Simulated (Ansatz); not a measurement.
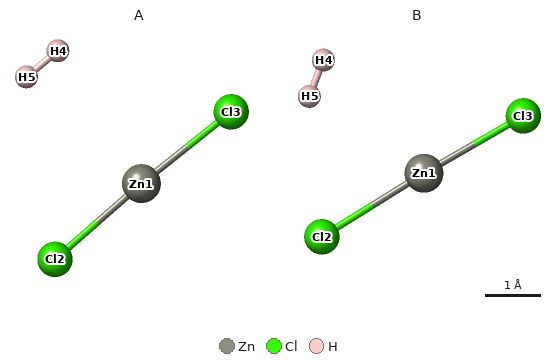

Two geometries of ZnH2Cl2, drawn at one scale. One is the start of a relaxation, the other its converged end. The picture is a ball-and-stick view, seen face on.

Computed with RKS B3LYP-D4/def2-TZVP (Ansatz 0.2.0). (no spin polarisation; force threshold 0.03 eV/Å; at most 50 steps)

Which of the two is the end point?

Structure A is the relaxed one. The run prepares an end point of a later path (reaction) calculation, from a guessed geometry. The atom that moves furthest after the best rigid fit is Cl2 (0.46 Å). Largest moves by element: Cl 0.46 Å, H 0.37 Å, Zn 0.21 Å. Near-neighbour distances that change, for instance: Zn1–Cl2 2.200 → 2.102 Å, H4–H5 0.711 → 0.747 Å. Over 6 geometry steps the energy falls by 3.64 kcal/mol. The largest force component goes from 1.2 to 0.026 eV/Å.

Limits of the set-up: the start holds two separate molecules, 2.5 Å apart at their closest, whose relative position is a soft coordinate.
